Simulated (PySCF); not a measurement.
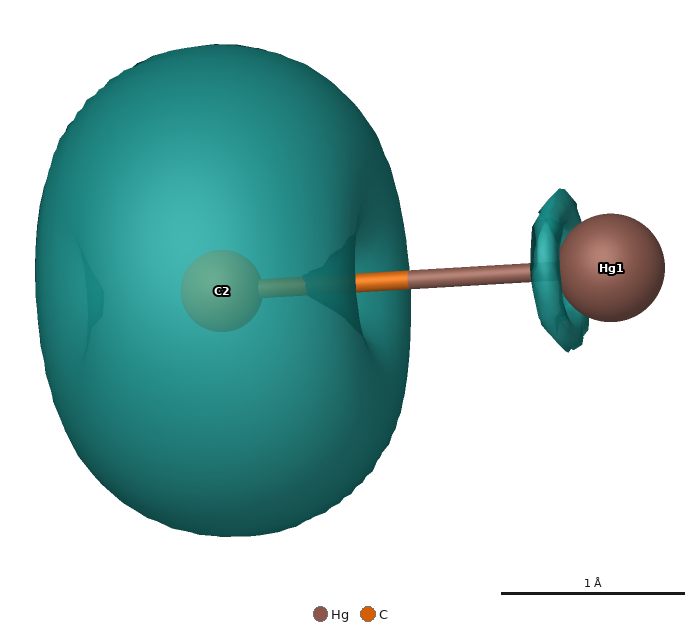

*HgC (triplet). Isosurfaces of the spin density at +0.05 (teal) and −0.05 e/Å³ (pink), seen from one side.*

Core potentials replace the inner electrons of Hg.

These are results of PySCF, PBE0/def2-SVP, non-relativistic Hamiltonian with scalar-relativistic core potentials where named, at a bond length of 2.199 Å, not measurements.

```tsv
atom	x (Å)	y (Å)	z (Å)
Hg	0.0000	0.0000	-0.1233
C	0.0000	0.0000	2.0757
```

Question: Describe the spin distribution.

Answer: The unpaired spin (2 electrons) lies mostly on C2 (about 1.9) and Hg1 (about 0.1), in electrons by Hirshfeld's partition. Only one sign reaches the isovalue.
